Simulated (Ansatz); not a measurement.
# Preparing CaZnC2O6 (R-3) as a host crystal, part 4 of 4

Before any defect goes in: CaZnC2O6 (R-3) at rest, and how it screens a charge.

Ansatz 0.2.0; plane-wave PAW DFT, PBEsol; relaxation of the host's cell and atoms (the session's first sound run).

So far. Step 3 (Dielectric tensors of the host): The principal values of the electronic dielectric tensor are 2.61, 3.38 and 3.38. The principal values of the static dielectric tensor are 8.61, 10.54 and 10.54.

## Step 5: Defect free supercell relaxed from displaced atoms

This step: plane-wave PAW DFT, PBEsol; relaxation of the defect-free supercell from random displacements, a test of the host's stability (Ansatz 0.2.0).

Input file pristine.rattled/input.yaml:

```yaml
crystal:
  lattice:
    - [4.8097032692, 2.7768834447, 10.6271025705]
    - [-4.8097032692, 2.7768834447, 10.6271025705]
    - [0.0, -5.553766987, 10.627102545]
  atoms:
    - { symbol: Ca, position: [0.0, 0.0, 0.0] }
    - { symbol: Zn, position: [0.25, 0.25, 0.25] }
    - { symbol: C, position: [0.3788620824, 0.3788620824, 0.3788620824] }
    - { symbol: C, position: [0.1211379176, 0.1211379176, 0.1211379176] }
    - { symbol: O, position: [0.365255681, 0.0181924062, 0.250960244] }
    - { symbol: O, position: [0.250960244, 0.365255681, 0.0181924062] }
    - { symbol: O, position: [0.0181924062, 0.250960244, 0.365255681] }
    - { symbol: O, position: [0.134744319, 0.4818075938, 0.249039756] }
    - { symbol: O, position: [0.249039756, 0.134744319, 0.4818075938] }
    - { symbol: O, position: [0.4818075938, 0.249039756, 0.134744319] }
    - { symbol: Ca, position: [0.0, 0.0, 0.5] }
    - { symbol: Zn, position: [0.25, 0.25, 0.75] }
    - { symbol: C, position: [0.3788620824, 0.3788620824, 0.8788620824] }
    - { symbol: C, position: [0.1211379176, 0.1211379176, 0.6211379176] }
    - { symbol: O, position: [0.365255681, 0.0181924062, 0.750960244] }
    - { symbol: O, position: [0.250960244, 0.365255681, 0.5181924061] }
    - { symbol: O, position: [0.0181924062, 0.250960244, 0.865255681] }
    - { symbol: O, position: [0.134744319, 0.4818075938, 0.749039756] }
    - { symbol: O, position: [0.249039756, 0.134744319, 0.9818075938] }
    - { symbol: O, position: [0.4818075938, 0.249039756, 0.634744319] }
    - { symbol: Ca, position: [0.0, 0.5, 0.0] }
    - { symbol: Zn, position: [0.25, 0.75, 0.25] }
    - { symbol: C, position: [0.3788620824, 0.8788620824, 0.3788620824] }
    - { symbol: C, position: [0.1211379176, 0.6211379176, 0.1211379176] }
    - { symbol: O, position: [0.365255681, 0.5181924061, 0.250960244] }
    - { symbol: O, position: [0.250960244, 0.865255681, 0.0181924062] }
    - { symbol: O, position: [0.0181924062, 0.750960244, 0.365255681] }
    - { symbol: O, position: [0.134744319, 0.9818075938, 0.249039756] }
    - { symbol: O, position: [0.249039756, 0.634744319, 0.4818075938] }
    - { symbol: O, position: [0.4818075938, 0.749039756, 0.134744319] }
    - { symbol: Ca, position: [0.0, 0.5, 0.5] }
    - { symbol: Zn, position: [0.25, 0.75, 0.75] }
    - { symbol: C, position: [0.3788620824, 0.8788620824, 0.8788620824] }
    - { symbol: C, position: [0.1211379176, 0.6211379176, 0.6211379176] }
    - { symbol: O, position: [0.365255681, 0.5181924061, 0.750960244] }
    - { symbol: O, position: [0.250960244, 0.865255681, 0.5181924061] }
    - { symbol: O, position: [0.0181924062, 0.750960244, 0.865255681] }
    - { symbol: O, position: [0.134744319, 0.9818075938, 0.749039756] }
    - { symbol: O, position: [0.249039756, 0.634744319, 0.9818075938] }
    - { symbol: O, position: [0.4818075938, 0.749039756, 0.634744319] }
    - { symbol: Ca, position: [0.5, 0.0, 0.0] }
    - { symbol: Zn, position: [0.75, 0.25, 0.25] }
    - { symbol: C, position: [0.8788620824, 0.3788620824, 0.3788620824] }
    - { symbol: C, position: [0.6211379176, 0.1211379176, 0.1211379176] }
    - { symbol: O, position: [0.865255681, 0.0181924062, 0.250960244] }
    - { symbol: O, position: [0.750960244, 0.365255681, 0.0181924062] }
    - { symbol: O, position: [0.5181924061, 0.250960244, 0.365255681] }
    - { symbol: O, position: [0.634744319, 0.4818075938, 0.249039756] }
    - { symbol: O, position: [0.749039756, 0.134744319, 0.4818075938] }
    - { symbol: O, position: [0.9818075938, 0.249039756, 0.134744319] }
    - { symbol: Ca, position: [0.5, 0.0, 0.5] }
    - { symbol: Zn, position: [0.75, 0.25, 0.75] }
    - { symbol: C, position: [0.8788620824, 0.3788620824, 0.8788620824] }
    - { symbol: C, position: [0.6211379176, 0.1211379176, 0.6211379176] }
    - { symbol: O, position: [0.865255681, 0.0181924062, 0.750960244] }
    - { symbol: O, position: [0.750960244, 0.365255681, 0.5181924061] }
    - { symbol: O, position: [0.5181924061, 0.250960244, 0.865255681] }
    - { symbol: O, position: [0.634744319, 0.4818075938, 0.749039756] }
    - { symbol: O, position: [0.749039756, 0.134744319, 0.9818075938] }
    - { symbol: O, position: [0.9818075938, 0.249039756, 0.634744319] }
    - { symbol: Ca, position: [0.5, 0.5, 0.0] }
    - { symbol: Zn, position: [0.75, 0.75, 0.25] }
    - { symbol: C, position: [0.8788620824, 0.8788620824, 0.3788620824] }
    - { symbol: C, position: [0.6211379176, 0.6211379176, 0.1211379176] }
    - { symbol: O, position: [0.865255681, 0.5181924061, 0.250960244] }
    - { symbol: O, position: [0.750960244, 0.865255681, 0.0181924062] }
    - { symbol: O, position: [0.5181924061, 0.750960244, 0.365255681] }
    - { symbol: O, position: [0.634744319, 0.9818075938, 0.249039756] }
    - { symbol: O, position: [0.749039756, 0.634744319, 0.4818075938] }
    - { symbol: O, position: [0.9818075938, 0.749039756, 0.134744319] }
    - { symbol: Ca, position: [0.5, 0.5, 0.5] }
    - { symbol: Zn, position: [0.75, 0.75, 0.75] }
    - { symbol: C, position: [0.8788620824, 0.8788620824, 0.8788620824] }
    - { symbol: C, position: [0.6211379176, 0.6211379176, 0.6211379176] }
    - { symbol: O, position: [0.865255681, 0.5181924061, 0.750960244] }
    - { symbol: O, position: [0.750960244, 0.865255681, 0.5181924061] }
    - { symbol: O, position: [0.5181924061, 0.750960244, 0.865255681] }
    - { symbol: O, position: [0.634744319, 0.9818075938, 0.749039756] }
    - { symbol: O, position: [0.749039756, 0.634744319, 0.9818075938] }
    - { symbol: O, position: [0.9818075938, 0.749039756, 0.634744319] }
basis:
  ecutwfc: 420
  xc_grid: 2
hamiltonian:
  xc: pbesol
kpoints:
  mp_grid: { grid: [1, 1, 1], shift: [0.25, 0.25, 0.25] }
scf:
  occupations: { method: fermi_dirac, width: 0.01 }
  max_iter: 80
output:
  forces: true
relax:
  f_tol: 0.01
  max_steps: 120
  random_displacement: { amplitude: 0.08, seed: 79 }
checkpoint:
  write: "../pristine.rattled.run"
  compress: false
  write_wavefunctions: false
  write_every: 100000
```

The run is started by

```
ansatz run input.yaml --threads 4 --pin off --max-ram 7536MiB --backend cpu --events-out ev --progress --plain --runs-dir out
```

Numbers of over 12 decimals in the logs are rounded to 6 here.

The program printed:

```text
[...]
Crystal: 80 atoms, lattice volume = 851.613 Å³
Basis set: ecut = 420 eV, 16631 PW (Γ), exchange–correlation on 162×162×162 points (8 copies of the dense FFT grid, shifted against one another)
Bands: 344, of which v1, the nominal top of the filled ones, is band 264 counted from 1 (263 counted from 0)
Symmetry: 1 space group operations
k-points: 1
[...]
SCF iter   1: F=—  HF=-71488.043531 eV  |F-HF|=—  |Δ(HF+E_count)|=         —  Δρ=1.20e-2  dr2=9.10e-1  ethr=1.77e-3  ⟨swp⟩=6.0  Hψ=1488  notcnv=0  defer=57
[...]
SCF iter   8: F=-71487.771434 eV  HF=-71487.771434 eV  |F-HF|=1.49e-7  |Δ(HF+E_count)|=   1.47e-6  Δρ=9.05e-6  dr2=7.85e-7  ethr=4.73e-10  ⟨swp⟩=3.0  Hψ=1159  notcnv=0
SCF 1 converged in 8 iterations: F = -71487.771434 eV  dr2 = 7.85e-7
[...]
relax step   1: F+E_penalty+E_count = -71487.77143372 eV  Δ(F+E_penalty+E_count) = +0.000e0 eV  max|allowed force component| = 9.025e0 eV/Å  Δτ_max = 0.0000 Å  (8 SCF iters, dr2 threshold 2.50e-6 eV, accepted)
[...]
relax step   2: F+E_penalty+E_count = -71491.36630154 eV  Δ(F+E_penalty+E_count) = -3.595e0 eV  max|allowed force component| = 3.497e0 eV/Å  Δτ_max = 0.1980 Å  (8 SCF iters, dr2 threshold 1.00e-4 eV, accepted)
relax step   3: F+E_penalty+E_count = -71494.65995483 eV  Δ(F+E_penalty+E_count) = -3.294e0 eV  max|allowed force component| = 2.441e-1 eV/Å  Δτ_max = 0.1766 Å  (8 SCF iters, dr2 threshold 1.00e-4 eV, accepted)
relax step   4: F+E_penalty+E_count = -71494.76393958 eV  Δ(F+E_penalty+E_count) = -1.040e-1 eV  max|allowed force component| = 1.550e-2 eV/Å  Δτ_max = 0.0723 Å  (8 SCF iters, dr2 threshold 3.72e-6 eV, accepted)
SCF iter   1: F=—  HF=-71494.764922 eV  |F-HF|=—  |Δ(HF+E_count)|=         —  Δρ=1.20e-3  dr2=3.98e-3  ethr=7.66e-6  ⟨swp⟩=3.0  Hψ=668  notcnv=0  defer=76
[...]
SCF iter   7: F=-71494.764749 eV  HF=-71494.764749 eV  |F-HF|=5.28e-8  |Δ(HF+E_count)|=   1.92e-8  Δρ=3.11e-6  dr2=5.91e-8  ethr=1.89e-11  ⟨swp⟩=4.0  Hψ=1060  notcnv=0
SCF 5 converged in 7 iterations: F = -71494.764749 eV  dr2 = 5.91e-8
relax step   5: F+E_penalty+E_count = -71494.76474889 eV  Δ(F+E_penalty+E_count) = -8.093e-4 eV  max|allowed force component| = 2.272e-3 eV/Å  Δτ_max = 0.0120 Å  (7 SCF iters, accepted)
SCF converged after 7 iterations
Free energy (F): -71494.764749 eV
[...]
Internal energy: -71494.764749 eV  (E = F + TS)
E sigma→0 (E₀):  -71494.764749 eV
Fermi energy:    7.644974 eV
[...]
--- Forces (eV/Å), atoms counted from 1 ---
  atom   1  Ca    -0.00027901     0.00086182    -0.00030815
  atom   2  Zn     0.00048285     0.00048662     0.00033247
  atom   3  C     -0.00004136    -0.00037510    -0.00019964
  atom   4  C      0.00074428    -0.00153615    -0.00044514
  atom   5  O      0.00023370    -0.00023812    -0.00041374
  atom   6  O      0.00013372     0.00041749    -0.00054714
  atom   7  O     -0.00080866    -0.00047070    -0.00017531
  atom   8  O      0.00026469     0.00039028    -0.00063812
  atom   9  O     -0.00014788     0.00061642    -0.00093427
  atom  10  O      0.00032786    -0.00051937     0.00020496
  atom  11  Ca    -0.00111209     0.00063870     0.00024774
  atom  12  Zn     0.00057988     0.00019084    -0.00051891
  atom  13  C     -0.00113330     0.00060625     0.00011163
  atom  14  C      0.00163981    -0.00039049    -0.00056063
  atom  15  O      0.00087722    -0.00078375    -0.00060015
  atom  16  O      0.00136794     0.00055879    -0.00025466
  atom  17  O     -0.00048226     0.00146031     0.00014024
  atom  18  O      0.00007191     0.00017178    -0.00070064
  atom  19  O     -0.00084731    -0.00081009     0.00028046
  atom  20  O      0.00107474     0.00002142     0.00174520
  atom  21  Ca    -0.00017521    -0.00014606    -0.00034498
  atom  22  Zn     0.00087016    -0.00037573    -0.00070376
  atom  23  C      0.00016504     0.00003526    -0.00008027
  atom  24  C      0.00004829    -0.00032667     0.00025516
  atom  25  O      0.00019934    -0.00108714     0.00001421
  atom  26  O      0.00062359     0.00014891    -0.00000697
  atom  27  O     -0.00035386    -0.00051308     0.00127257
  atom  28  O     -0.00093601     0.00085092    -0.00014744
  atom  29  O     -0.00014264    -0.00050283     0.00034144
  atom  30  O      0.00044760    -0.00060052    -0.00043899
  atom  31  Ca     0.00206782     0.00027343     0.00023128
  atom  32  Zn     0.00067967    -0.00046928     0.00182846
  atom  33  C     -0.00017956     0.00005377    -0.00033532
  atom  34  C      0.00227196     0.00012979    -0.00040340
  atom  35  O      0.00017180    -0.00004244    -0.00162753
  atom  36  O     -0.00000460     0.00060428    -0.00076464
  atom  37  O      0.00059873     0.00111772     0.00045635
  atom  38  O      0.00025431     0.00071906    -0.00015127
  atom  39  O     -0.00032328    -0.00032113     0.00043399
  atom  40  O      0.00022071     0.00095028    -0.00096637
[...]
atom  69  O      0.00087177    -0.00023128     0.00054334
  atom  70  O      0.00002246     0.00053779     0.00071124
  atom  71  Ca    -0.00012572     0.00110923    -0.00016188
  atom  72  Zn    -0.00039987     0.00006632    -0.00135219
  atom  73  C     -0.00165911    -0.00158312     0.00116241
  atom  74  C      0.00015581     0.00004100    -0.00038394
  atom  75  O     -0.00077724     0.00172480     0.00153688
  atom  76  O     -0.00003007    -0.00072748     0.00083774
  atom  77  O      0.00079637    -0.00039047     0.00083774
  atom  78  O     -0.00000691     0.00002902    -0.00053434
  atom  79  O     -0.00025624    -0.00076047     0.00030700
  atom  80  O     -0.00000785    -0.00034601     0.00082489
  max |Σ_I F_I| component: 3.39e-5 eV/Å
--- Relaxed structure (5 steps of the walk, 5 accepted, 0 SCFs on fresh bases) ---
  F+E_penalty+E_count = -71494.76474889 eV   max|allowed force component| = 2.272e-3 eV/Å
  atoms:
    - { symbol: Ca, position: [-0.000666, 0.000294, 0.000871] }
    - { symbol: Zn, position: [0.249383, 0.250346, 0.250830] }
    - { symbol: C, position: [0.378169, 0.379303, 0.379561] }
    - { symbol: C, position: [0.120556, 0.121523, 0.121891] }
    - { symbol: O, position: [0.364475, 0.018545, 0.251849] }
    - { symbol: O, position: [0.250496, 0.365356, 0.019006] }
    - { symbol: O, position: [0.017636, 0.251362, 0.365828] }
    - { symbol: O, position: [0.134259, 0.482140, 0.249799] }
    - { symbol: O, position: [0.248375, 0.135233, 0.482615] }
    - { symbol: O, position: [0.481158, 0.249399, 0.135585] }
    - { symbol: Ca, position: [-0.000564, 0.000334, 0.500698] }
    - { symbol: Zn, position: [0.249339, 0.250431, 0.750699] }
    - { symbol: C, position: [0.378306, 0.379146, 0.879630] }
    - { symbol: C, position: [0.120511, 0.121516, 0.621951] }
    - { symbol: O, position: [0.364497, 0.018662, 0.751699] }
    - { symbol: O, position: [0.250289, 0.365684, 0.518899] }
    - { symbol: O, position: [0.017614, 0.251304, 0.865932] }
    - { symbol: O, position: [0.134305, 0.482220, 0.749678] }
    - { symbol: O, position: [0.248335, 0.135362, 0.982490] }
    - { symbol: O, position: [0.481174, 0.249283, 0.635656] }
    - { symbol: Ca, position: [-0.000514, 0.500239, 0.000786] }
    - { symbol: Zn, position: [0.249435, 0.750373, 0.250684] }
    - { symbol: C, position: [0.378223, 0.879170, 0.379667] }
    - { symbol: C, position: [0.120516, 0.621483, 0.121948] }
    - { symbol: O, position: [0.364547, 0.518637, 0.251675] }
    - { symbol: O, position: [0.250400, 0.865568, 0.018904] }
    - { symbol: O, position: [0.017634, 0.751375, 0.365738] }
    - { symbol: O, position: [0.134395, 0.982105, 0.249669] }
    - { symbol: O, position: [0.248355, 0.635359, 0.482486] }
    - { symbol: O, position: [0.481285, 0.749285, 0.135620] }
    - { symbol: Ca, position: [-0.000796, 0.500448, 0.500813] }
    - { symbol: Zn, position: [0.249315, 0.750364, 0.750808] }
    - { symbol: C, position: [0.378225, 0.879299, 0.879533] }
    - { symbol: C, position: [0.120522, 0.621583, 0.621846] }
    - { symbol: O, position: [0.364544, 0.518543, 0.751835] }
    - { symbol: O, position: [0.250393, 0.865430, 0.519040] }
    - { symbol: O, position: [0.017584, 0.751308, 0.865868] }
    - { symbol: O, position: [0.134201, 0.982166, 0.749805] }
    - { symbol: O, position: [0.248346, 0.635223, 0.982582] }
    - { symbol: O, position: [0.481100, 0.749333, 0.635779] }
    - { symbol: Ca, position: [0.499320, 0.000369, 0.000815] }
    - { symbol: Zn, position: [0.749323, 0.250314, 0.250843] }
    - { symbol: C, position: [0.878263, 0.379192, 0.379576] }
    - { symbol: C, position: [0.620516, 0.121560, 0.121867] }
    - { symbol: O, position: [0.864363, 0.018560, 0.251869] }
    - { symbol: O, position: [0.750414, 0.365306, 0.019077] }
    - { symbol: O, position: [0.517482, 0.251407, 0.365890] }
    - { symbol: O, position: [0.634308, 0.482078, 0.249811] }
    - { symbol: O, position: [0.748371, 0.135107, 0.482607] }
    - { symbol: O, position: [0.981149, 0.249288, 0.135754] }
    - { symbol: Ca, position: [0.499429, 0.000319, 0.500744] }
    - { symbol: Zn, position: [0.749437, 0.250325, 0.750716] }
    - { symbol: C, position: [0.878219, 0.379102, 0.879693] }
    - { symbol: C, position: [0.620528, 0.121426, 0.621973] }
    - { symbol: O, position: [0.864533, 0.018514, 0.751733] }
    - { symbol: O, position: [0.750431, 0.365436, 0.518937] }
    - { symbol: O, position: [0.517683, 0.251330, 0.865822] }
    - { symbol: O, position: [0.634380, 0.482145, 0.749657] }
    - { symbol: O, position: [0.748368, 0.135289, 0.982515] }
    - { symbol: O, position: [0.981151, 0.249361, 0.635624] }
    - { symbol: Ca, position: [0.499454, 0.500411, 0.000640] }
    - { symbol: Zn, position: [0.749357, 0.750390, 0.250688] }
    - { symbol: C, position: [0.878219, 0.879135, 0.379627] }
    - { symbol: C, position: [0.620620, 0.621417, 0.121934] }
    - { symbol: O, position: [0.864540, 0.518564, 0.251754] }
    - { symbol: O, position: [0.750389, 0.865458, 0.018932] }
    - { symbol: O, position: [0.517581, 0.751334, 0.365916] }
    - { symbol: O, position: [0.634246, 0.982194, 0.249697] }
    - { symbol: O, position: [0.748254, 0.635399, 0.482470] }
    - { symbol: O, position: [0.981137, 0.749308, 0.135661] }
    - { symbol: Ca, position: [0.499341, 0.500300, 0.500859] }
    - { symbol: Zn, position: [0.749393, 0.750307, 0.750832] }
    - { symbol: C, position: [0.878237, 0.879161, 0.879572] }
    - { symbol: C, position: [0.620501, 0.621559, 0.621897] }
    - { symbol: O, position: [0.864403, 0.518476, 0.751892] }
    - { symbol: O, position: [0.750453, 0.865270, 0.519033] }
    - { symbol: O, position: [0.517580, 0.751457, 0.865788] }
    - { symbol: O, position: [0.634250, 0.982094, 0.749835] }
    - { symbol: O, position: [0.748471, 0.635076, 0.982574] }
    - { symbol: O, position: [0.981125, 0.749378, 0.635563] }
```

It took 64 s on 4 threads of Arm Neoverse V2, shared host; peak memory 1.9 GiB.

Step by step:

| step | energy less that of the first step (eV) | largest force component (eV/Å) |
| --- | --- | --- |
| 1 | 0.0000 | 9.0251 |
| 2 | -3.5949 | 3.4971 |
| 3 | -6.8885 | 0.2441 |
| 4 | -6.9925 | 0.0155 |
| 5 | -6.9933 | 0.0023 |

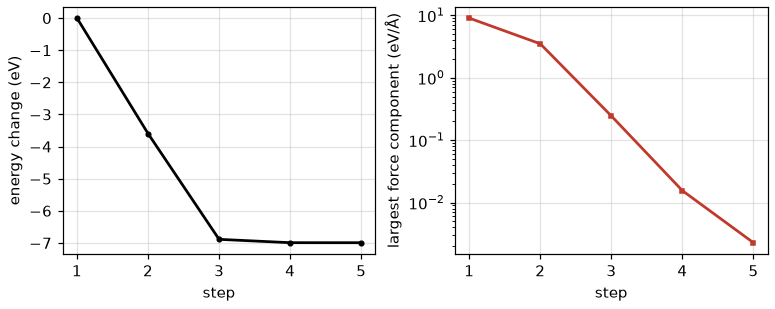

Energy and largest force along the relaxation.

The relaxation ends 87 meV an atom lower than the displaced start, with a largest force component of 0.0023 eV/Å.

## Step 6: What came out

| Property | Result |
| --- | --- |
| primitive cell vectors, lengths | 5.995, 5.995, 5.995 Å |
| electronic dielectric constant | principal values (2.61, 3.38, 3.38) |
| static dielectric constant | principal values (8.61, 10.54, 10.54) |
| gap on the k-mesh of the response run (PBEsol) | 4.05 eV |
| supercell relaxed in its symmetry less the displaced and relaxed one | 0.000 eV |

What this shows: Step 5: The energy fell by 6.993 eV from the randomly displaced start; the atoms end within 0.005 Å of the sites as typed, once the mean shift is taken out. The displaced cell ends within 0.01 eV of the symmetric one relaxed in its symmetry, so no lower structure shows in this supercell. The k-mesh can miss the band edges, so this gap is an upper bound at this level. All at zero temperature.

[Logs are printed without paths, hosts, clocks, repeated set-up lines and the standing remarks that a program may print on its own settings, such as how far it seeks lower states.]

[Hosts, paths, dates, database ids (printed as entryN), source tags and the programs' standing remarks are cut or masked in the printed files.]

[Runs of the host that timed out are not shown.]

[For some hosts the program warned that the k-mesh of the response run may be too coarse for force constants and the static dielectric constant; such warnings are not always shown.]
